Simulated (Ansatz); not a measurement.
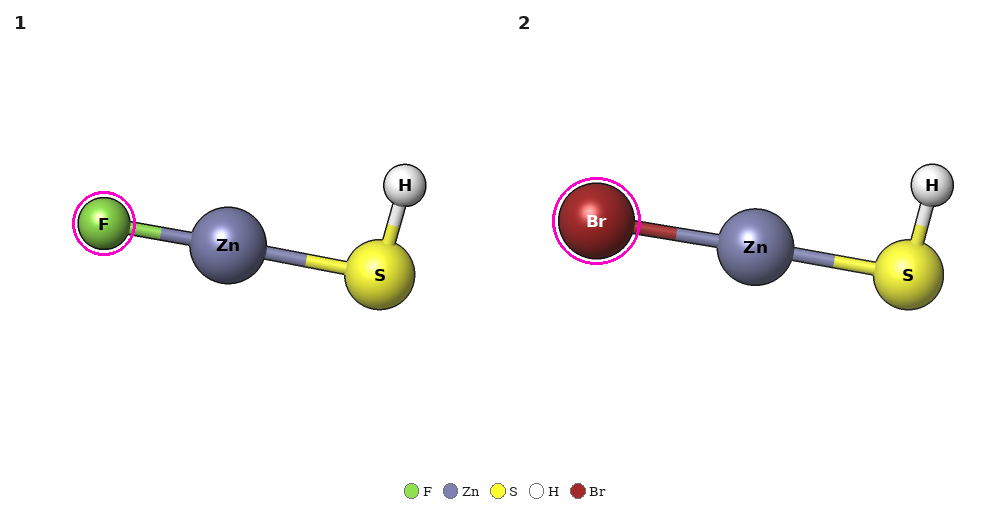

2 molecules with one skeleton, seen from the same side and at one scale; the atom that differs is circled. Charge 0, singlet. Computed geometries: PBE0-D4/def2-TZVP optimisations, one conformation each. Properties computed with Ansatz 0.2.0.

One atom differs, called X below: F in panel 1, Br in panel 2. Their formulas are FHSZn (`[F][Zn][SH]`), BrHSZn (`[SH][Zn][Br]`).

> In which is the length of X–Zn larger (PBE0-D4/def2-TZVP)?

In panel 2 (X = Br).

Give the values. With PBE0-D4/def2-TZVP: length of X–Zn (Å), angle X–Zn–S (°). With PBE0-D4/def2-TZVPP: HOMO energy (Kohn–Sham orbital) (eV), HOMO–LUMO gap (eV).

| quantity | 1 (F) | 2 (Br) | 2 − 1 |
| --- | --- | --- | --- |
| length of X–Zn (Å) | 1.747 | 2.233 | +0.486 |
| angle X–Zn–S (°) | 179.1 | 179.1 | 0.0 |
| HOMO energy (Kohn–Sham orbital) (eV) | −7.83 | −7.69 | +0.14 |
| HOMO–LUMO gap (eV) | 6.44 | 6.33 | −0.11 |
